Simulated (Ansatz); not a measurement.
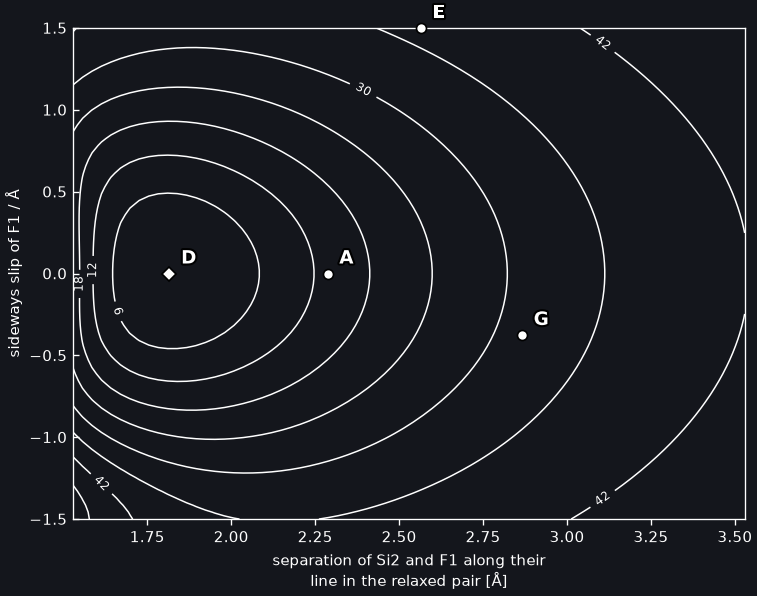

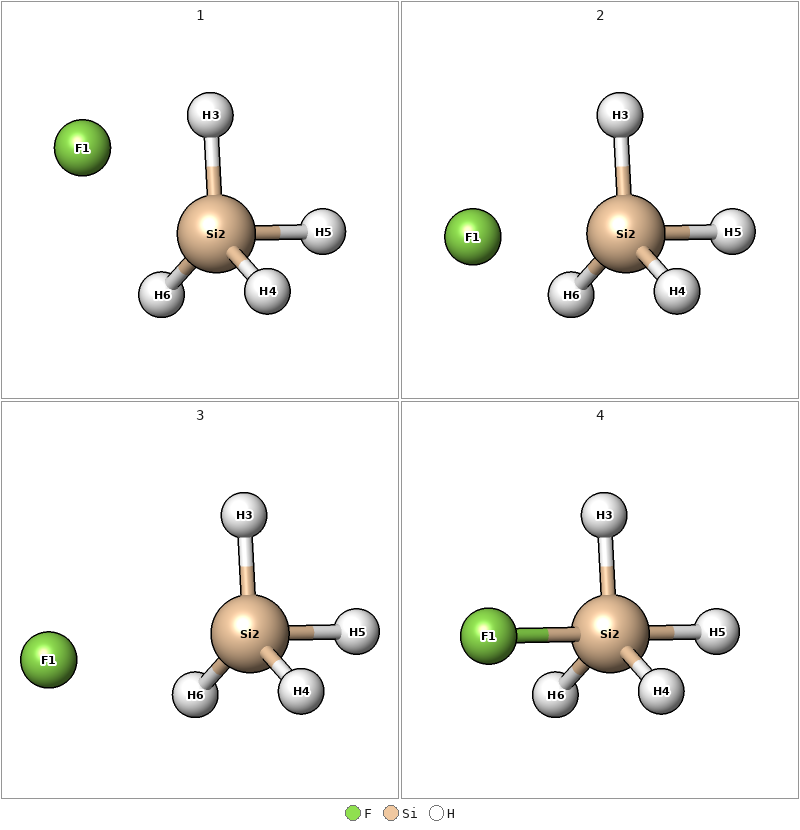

FH₄Si, charge −1. 
- First axis: separation of Si2 and F1 along their line in the relaxed pair. Second axis: sideways slip of F1.
- Nothing is relaxed (both partners rigid).
- Grid: 9 × 9 points.
- Points are written as (first, second).
- Energies: kcal/mol, counted from the lowest grid point.
- Theory: Ansatz 0.2.0, RKS wB97X-V/def2-SVPD.

The picture shows contour lines labelled in kcal/mol, lettered points. Between grid points the surface is interpolated. The numbered pictures are the structures at these points, in random order.

Question: Which structure belongs to which point?

Answer: A is structure 2: (2.287 Å, 0.000 Å), 13.5 kcal/mol; D is structure 4: (1.816 Å, 0.000 Å), 0.0 kcal/mol; E is structure 1: (2.565 Å, 1.500 Å), 37.4 kcal/mol; G is structure 3: (2.866 Å, −0.375 Å), 31.9 kcal/mol.
